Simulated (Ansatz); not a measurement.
System: AlF2H2N···H2.

Input

```
crystal:
  periodic: [false, false, false]
  atoms:
    - { symbol: Al, position_ang: [-7.0e-05, -0.190189, 0.235565] }
    - { symbol: "N", position_ang: [-0.021934, -0.093707, 2.097082] }
    - { symbol: H, position_ang: [-0.804915, -0.484929, 2.619866] }
    - { symbol: H, position_ang: [0.843555, -0.226869, 2.619664] }
    - { symbol: F, position_ang: [1.423581, 0.003291, -0.594505] }
    - { symbol: F, position_ang: [-1.41993, -0.394554, -0.598253] }
    - { symbol: H, position_ang: [-0.229651, 2.513773, 0.730187] }
    - { symbol: H, position_ang: [-0.205836, 1.996384, 1.226794] }
basis:
  gaussian: { orbitals: def2-mTZVP }
hamiltonian:
  xc: pbe
  dispersion: d4
relax:
  f_tol: 0.03
  max_steps: 50
output:
  orbitals: {}
```

Launched as:

```sh
ansatz run input.yaml --threads 2 --pin off --max-ram 3072MiB --backend cpu --events-out ev --progress --plain --runs-dir out
```

The fields are those of the run's last geometry, not of the input's.

All numbers below come from RKS PBE-D4/def2-mTZVP (Ansatz).

Question: What can the converged electron density and electron localisation function tell about the bonding?

Answer: Al–F (1.66 Å): ρ is about 0.86 e/Å³ halfway; the ELF peaks at about 0.85 in the valence shell of F, 0.6 Å from its nucleus, and is about 0.35 at the midpoint.
Al–N (1.76 Å): ρ at the midpoint is about 0.85 e/Å³; the ELF peaks at about 0.90 in the valence shell of N, 0.6 Å from its nucleus, and is about 0.60 at the midpoint.
N–H (1.02 Å): the density is about 2.7 e/Å³ at the midpoint; the ELF climbs to about 1 towards the hydrogen, as it does in any bond to H (a covalent bond by its length).

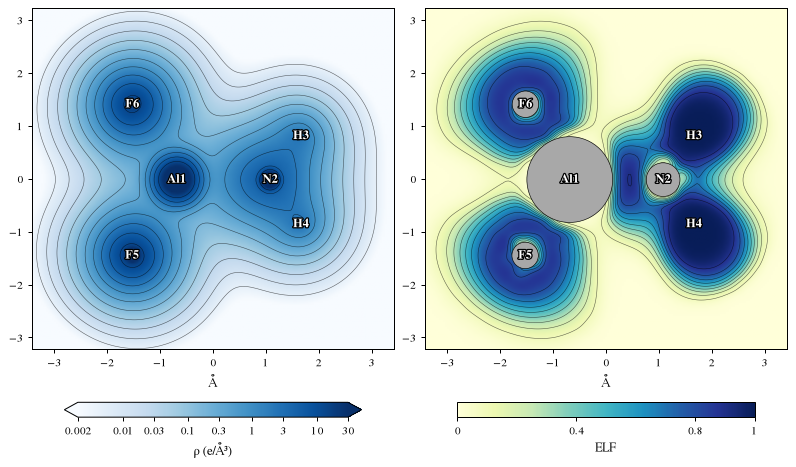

Computed electron density and electron localisation function on the plane of atoms Al1, N2 and H4, in this order. Grey discs cover the atomic cores in the ELF map. 
